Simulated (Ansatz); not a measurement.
Relaxed KF (rock salt):

```xyz
4
Lattice="0.0000 5.4208 5.4208 2.7104 0.0000 2.7104 2.7104 2.7104 0.0000" Properties=species:S:1:pos:R:3 pbc="T T T"
F      0.0000     0.0000     0.0000
F      2.7104     5.4208     2.7104
K      2.7104     2.7104     2.7104
K      2.7104     5.4208     5.4208
```

The atoms are displaced by Q × the pattern below (from a DFPT mode at L = (0.5, 0.0, 0.0), largest move 1; Q in Å), at fixed cell. It is one choice among 2 degenerate patterns. (q is in reciprocal vectors of the primitive cell; the cell shown is doubled to hold the pattern.)

| atom | x | y | z |
|---|---|---|---|
| F1 | 0.285 | -0.520 | 0.805 |
| F2 | -0.285 | 0.520 | -0.805 |

Atoms not listed stay in place.

All values below come from PBE (plane waves to 420 eV, PAW, scalar-relativistic; Ansatz, a program for electronic structure). k mesh 11×11×11 (Γ-centred), Fermi-Dirac smearing 0.05 eV. The energy includes the smearing's −TS. KF was relaxed with its symmetry unable to fall. ΔE is measured from the undisplaced structure.

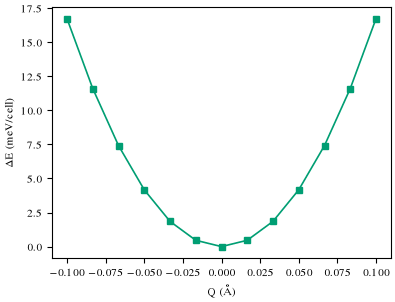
Figure: ΔE (meV/cell) against Q (Å); one marker a computed point.

What is the energy change at Q = 0.100 Å?

About 17 meV/cell.

What harmonic wavenumber does the curvature at Q = 0 give?

About 150 cm⁻¹.

(For displaced atoms, the force is minus the slope of the energy, and its curvature is a force constant, which sets phonon frequencies.)
